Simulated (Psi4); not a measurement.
# AlClF2 (SMILES [F][Al]([F])[Cl]): B2PLYP/def2-SVPD (density fitting for correlation)

What is the vertical singlet–triplet gap of AlClF2 at B2PLYP/def2-SVPD (density fitting for correlation)? 

The calculation is run with Psi4 1.11.

1 further run of the same task is left out (set aside as unsound or not needed).

**1. Starting point**

The species is AlClF2 (4 atoms), meant as a singlet with charge 0. As SMILES, `[F][Al]([F])[Cl]`. The shape is that of a PBE0-D4/def2-TZVP optimisation.

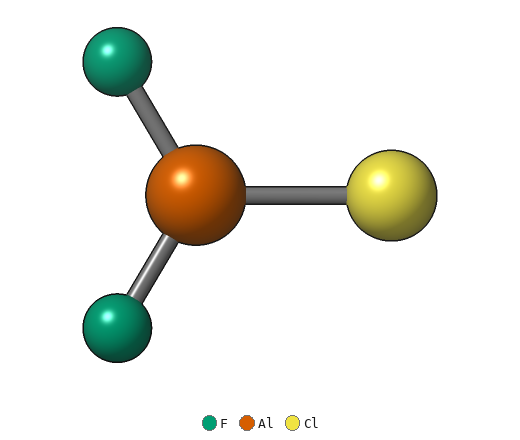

The structure, seen from a chosen angle (fluorine teal, aluminium orange, chlorine yellow).

**2. A single-point energy at B2PLYP/def2-SVPD (density fitting for correlation)**

The input, input.json:

```json
{
 "schema_name": "qcschema_input",
 "schema_version": 1,
 "molecule": {
  "schema_name": "qcschema_molecule",
  "schema_version": 2,
  "symbols": ["F", "Al", "F", "Cl"],
  "geometry": [1.88443489, 1.36392873, 2.17250474, 0.13092023, -0.0959036, 0.10123263, 0.5168212, -3.12526686, -0.3111623, -2.53219521, 1.85724173, -1.96259396],
  "molecular_charge": 0,
  "molecular_multiplicity": 1,
  "fix_symmetry": "c1",
  "fix_com": true,
  "fix_orientation": true
 },
 "driver": "energy",
 "model": {
  "method": "b2plyp",
  "basis": "def2-SVPD"
 },
 "keywords": {
  "puream": true,
  "e_convergence": 1e-09,
  "d_convergence": 1e-08,
  "scf_type": "pk",
  "dft_radial_points": 99,
  "dft_spherical_points": 590,
  "num_frozen_docc": 12
 }
}
```

On the command line:

```console
psi4 --qcschema input.json -n 1 --memory 2200MB
```

stdout:

```text
[...]
  Running in c1 symmetry.
[...]
  Nuclear repulsion =  198.347935375407332
[...]
  Multiplicity = 1
[...]
  Nalpha       = 24
  Nbeta        = 24
[...]
    Number of basis functions: 97
[...]
   @RKS iter   1:  -901.46162663482608   -6.44062e-01   6.36490e-03 DIIS/ADIIS
[...]
   @RKS iter   9:  -901.59422266329977   -4.94538e-11   9.68840e-09 DIIS
[...]
    Orbital Energies [Eh]
    ---------------------
    Doubly Occupied:
       1A   -102.909337     2A    -57.151866     3A    -25.363151
       4A    -25.363148     5A     -9.941479     6A     -7.585695
       7A     -7.582469     8A     -7.581913     9A     -4.544958
      10A     -3.005341    11A     -3.001942    12A     -3.001749
      13A     -1.328912    14A     -1.319835    15A     -0.956611
      16A     -0.603826    17A     -0.568567    18A     -0.547587
      19A     -0.542759    20A     -0.528650    21A     -0.522469
      22A     -0.481350    23A     -0.422417    24A     -0.416263
[...]
  @RKS Final Energy:  -901.59422266329977
   => Energetics <=
    Nuclear Repulsion Energy =            198.3479353754073315
    One-Electron Energy =               -1646.1307521376240857
    Two-Electron Energy =                 578.6333680731892173
    DFT Exchange-Correlation Energy =     -32.4447739742723016
    Empirical Dispersion Energy =           0.0000000000000000
    VV10 Nonlocal Energy =                  0.0000000000000000
    Total Energy =                       -901.5942226632997745
[...]
 Multipole Moments:
 ------------------------------------------------------------------------------------
     Multipole            Electronic (a.u.)      Nuclear  (a.u.)        Total (a.u.)
 ------------------------------------------------------------------------------------
 L = 1.  Multiply by 2.5417464519 to convert [e a0] to [Debye]
 Dipole X            :         19.5937697          -19.7340508           -0.1402811
 Dipole Y            :        -14.3711892           14.4743194            0.1031302
 Dipole Z            :         15.1868005          -15.2959912           -0.1091906
 Magnitude           :                                                    0.2055169
[...]
```

The result, in JSON:

```text
{
 "driver": "energy",
 "model": {
  "method": "b2plyp",
  "basis": "def2-SVPD"
 },
 "success": true,
 "return_result": -901.7883953456484,
 "properties": {
  "calcinfo_nbasis": 97,
  "calcinfo_nmo": 97,
  "calcinfo_nalpha": 24,
  "calcinfo_nbeta": 24,
  "calcinfo_natom": 4,
  "nuclear_repulsion_energy": 198.34793537540733,
  "return_energy": -901.7883953456484,
  "scf_one_electron_energy": -1646.130752137624,
  "scf_two_electron_energy": 578.6333680731892,
  "scf_xc_energy": -32.4447739742723,
  "scf_dipole_moment": [-0.14028106497232073, 0.1031301985114812, -0.1091906395938409],
  "scf_total_energy": -901.5942226632998,
  "scf_iterations": 9
 }
}
```

Run time: 18 s. Hardware: 1 thread of AMD EPYC 7R43 (Zen 3), shared host; peak memory 0.89 GiB.

**3. The triplet at the same level**

The input, input.inp:

```
memory 2.2 GB

molecule {
  0 3
  F      1.88443489     1.36392873     2.17250474
  Al     0.13092023    -0.09590360     0.10123263
  F      0.51682120    -3.12526686    -0.31116230
  Cl    -2.53219521     1.85724173    -1.96259396
  units bohr
  symmetry c1
}

set basis def2-SVPD
set reference uks
set puream true
set e_convergence 1e-09
set d_convergence 1e-08
set scf_type pk
set dft_radial_points 99
set dft_spherical_points 590
set num_frozen_docc 12
set maxiter 100

energy("b2plyp")
```

On the command line:

```console
psi4 -n 1 input.inp input.out
```

input.out:

```text
[...]
  Running in c1 symmetry.
[...]
  Nuclear repulsion =  198.347935375407332
[...]
  Multiplicity = 3
[...]
  Nalpha       = 25
  Nbeta        = 23
[...]
    Number of basis functions: 97
[...]
   @UKS iter   1:  -901.14976537333484   -3.32201e-01   6.80627e-03 DIIS/ADIIS
[...]
   @UKS iter  14:  -901.32770843865444   -6.36646e-12   4.97642e-09 DIIS
[...]
   @S^2 Observed:                2.005396333E+00
[...]
    Orbital Energies [Eh]
    ---------------------
    Alpha Occupied:
       1A   -103.074918     2A    -57.109527     3A    -25.331855
       4A    -25.331852     5A    -10.107682     6A     -7.765499
       7A     -7.745489     8A     -7.741831     9A     -4.508770
      10A     -2.966151    11A     -2.963365    12A     -2.962923
      13A     -1.300876    14A     -1.292034    15A     -1.126313
      16A     -0.629902    17A     -0.614902    18A     -0.564503
      19A     -0.553786    20A     -0.542971    21A     -0.513208
      22A     -0.508060    23A     -0.495075    24A     -0.492510
      25A     -0.156997
    Alpha Virtual:
[...]
  @UKS Final Energy:  -901.32770843865444
   => Energetics <=
    Nuclear Repulsion Energy =            198.3479353754073315
    One-Electron Energy =               -1644.4263441864036395
    Two-Electron Energy =                 577.1541682948482048
    DFT Exchange-Correlation Energy =     -32.4034679225064011
    Empirical Dispersion Energy =           0.0000000000000000
    VV10 Nonlocal Energy =                  0.0000000000000000
    Total Energy =                       -901.3277084386544402
[...]
 Multipole Moments:
 ------------------------------------------------------------------------------------
     Multipole            Electronic (a.u.)      Nuclear  (a.u.)        Total (a.u.)
 ------------------------------------------------------------------------------------
 L = 1.  Multiply by 2.5417464519 to convert [e a0] to [Debye]
 Dipole X            :         -0.6149238           -0.8142203           -1.4291440
 Dipole Y            :          0.4501227            0.5972125            1.0473352
 Dipole Z            :         -0.4749907           -0.6311056           -1.1060962
 Magnitude           :                                                    2.0887347
[...]
```

It took 34 s on 1 thread of AMD EPYC 7R43 (Zen 3), shared host; peak memory 0.89 GiB.

**4. Summary of results**

At B2PLYP/def2-SVPD (density fitting for correlation), 12 core orbitals frozen:

| quantity | value |
| --- | --- |
| singlet: total energy | -901.78840 Eh |
| singlet: HOMO energy (SCF part's orbitals) | -11.33 eV |
| singlet: LUMO energy (SCF part's orbitals) | -0.72 eV |
| singlet: HOMO–LUMO gap (SCF part's orbitals) | 10.61 eV |
| triplet: total energy | -901.51873 Eh |
| triplet: HOMO energy (SCF part's orbitals) (highest over α and β) | -4.27 eV |
| triplet: ⟨S²⟩ | 2.005 |
| vertical energy of the triplet above the singlet | 7.338 eV |

**Reading.** At this shape the triplet lies 7.34 eV (708 kJ/mol) above the singlet.
